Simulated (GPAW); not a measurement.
Band structure of GaGePt6 (I-42m, 8 atoms in the cell).

```xyz
8
Lattice="-2.7605 2.7605 3.9762 2.7605 -2.7605 3.9762 2.7605 2.7605 -3.9762" Properties=species:S:1:pos:R:3 pbc="T T T"
Ga     0.0000     0.0000     0.0000
Ge     0.0000     0.0000     3.9762
Pt     1.0928     1.0928     5.9284
Pt     1.0928    -1.0928     2.0239
Pt     1.6677     1.6677     1.9522
Pt    -1.0928     1.0928     2.0239
Pt     0.0000     2.7605     0.0000
Pt     2.7605     0.0000     0.0000
```

Level of theory: PBEsol, GPAW PAW datasets PBEsol (made by gpaw-setup) (plane waves; GPAW).

Settings: mode = pw; ecut = 600 eV; xc = PBEsol; kpts = 5 5 5; mesh shift (steps) = 0 0 0; occupations.name = methfessel-paxton; occupations.width = 0.2 eV; occupations.order = 0; nbands = -14; convergence.forces = 0.001 eV/Å; symmetry.symmorphic = false; symmetry.tolerance = 0.0005; maxiter = 100; bandpath_npoints = 40.

The starting cell comes from a database of computed structures (which also holds hypothetical and non-ambient phases and stackings), without a prior relaxation at this level. Spin-orbit coupling is off. Spin polarisation is off.

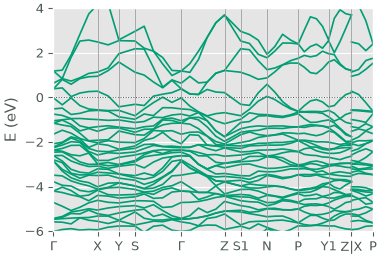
Fig. 1. Bands along the path, energies from the Fermi level.

Levels in eV from the Fermi level, bands 48 to 55:
```json
[
 {"point": "Γ", "48": "-1.05", "49": "-0.75", "50": "-0.52", "51": "-0.03", "52": "0.38", "53": "0.38", "54": "0.63", "55": "1.18"},
 {"point": "X", "48": "-1.32", "49": "-1.00", "50": "-0.59", "51": "-0.56", "52": "0.27", "53": "0.94", "54": "1.13", "55": "2.48"},
 {"point": "Y", "48": "-1.34", "49": "-1.01", "50": "-0.87", "51": "-0.58", "52": "-0.43", "53": "1.58", "54": "1.96", "55": "2.54"},
 {"point": "S", "48": "-1.41", "49": "-1.13", "50": "-0.98", "51": "-0.82", "52": "-0.31", "53": "1.13", "54": "2.18", "55": "2.53"},
 {"point": "Z", "48": "-1.77", "49": "-1.77", "50": "-1.18", "51": "-0.69", "52": "0.21", "53": "1.20", "54": "1.20", "55": "3.69"},
 {"point": "S1", "48": "-1.41", "49": "-1.13", "50": "-0.98", "51": "-0.82", "52": "-0.31", "53": "1.13", "54": "2.18", "55": "2.53"},
 {"point": "N", "48": "-1.31", "49": "-0.82", "50": "-0.78", "51": "0.04", "52": "0.59", "53": "0.87", "54": "1.24", "55": "1.77"},
 {"point": "P", "48": "-1.32", "49": "-0.73", "50": "-0.66", "51": "-0.63", "52": "-0.63", "53": "1.53", "54": "1.75", "55": "2.40"},
 {"point": "Y1", "48": "-1.34", "49": "-1.01", "50": "-0.87", "51": "-0.58", "52": "-0.43", "53": "1.58", "54": "1.96", "55": "2.54"}
]
```

Bands cross the Fermi level along this path, so the cell is metallic at this level.
